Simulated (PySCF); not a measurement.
Input

```
{"job": {"kind": "uv", "xc": "CAM-B3LYP", "basis": "def2-SVPD", "ip": true, "dynamic": true}, "charge": 0, "multiplicity": 1}
C      2.327470    -0.823646    -0.490481
C      1.373871    -0.117690    -0.224057
Ge    -0.168576     0.913218     0.197588
B     -1.768679    -0.408779     0.182847
F     -2.526527    -0.608820     1.239869
F     -2.054228    -1.097964    -0.900456
H      3.172095    -1.445458    -0.728867
H      0.035174     1.572881     1.568770
H     -0.332235     1.999246    -0.878756
```

Command:

```sh
OMP_NUM_THREADS=1 python probes_run.py task.json out
```

Geometry: PBE0-D3(BJ)/def2-SVP.

All numbers below come from CAM-B3LYP/def2-SVPD, SCF density, gas phase (PySCF).

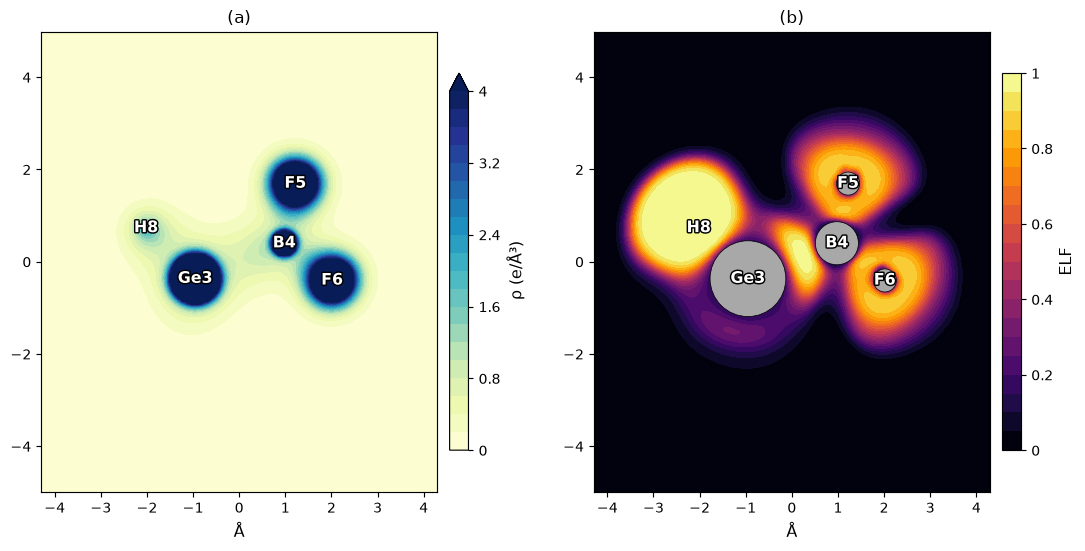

C$_{2}$H$_{3}$BF$_{2}$Ge. (a) electron density; (b) ELF on the plane of atoms Ge3, B4 and F6. Grey discs cover the atomic cores in the ELF map.

Question: Interpret the plot.

Answer: The plane passes through Ge, B, F and H nuclei. B–F (1.32 Å): the density is about 2.2 e/Å³ at the midpoint; the ELF peaks at about 0.85 between the atoms, as expected for a polar covalent bond. Ge–B (2.08 Å): the density is about 0.78 e/Å³ at the midpoint; the ELF peaks at about 1 in the valence shell of B, 0.8 Å from its nucleus, and is about 0.85 at the midpoint. Ge–H (1.54 Å): the density is about 1.1 e/Å³ at the midpoint; the ELF climbs to about 1 towards the hydrogen. The ELF also peaks beside F6 and F5, away from the bonds: lone-pair regions.
